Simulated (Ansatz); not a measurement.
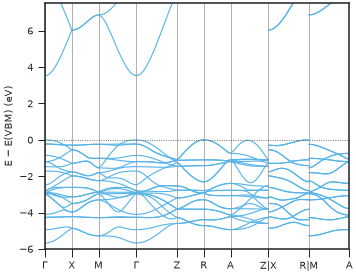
Band structure from PBE in the plane-wave PAW code Ansatz

Q: Read off the gap and where the band edges lie.

A: About 3.5 eV (3.52 eV by a search for the band edges); maximum at R, minimum at Γ.

The material is ZnF₂ (rutile, space group No. 136).

Space group P4_2/mnm (rutile). The cell was relaxed with PBE under the symmetry of its start.

Potentials: the later of the program's two PAW sets.
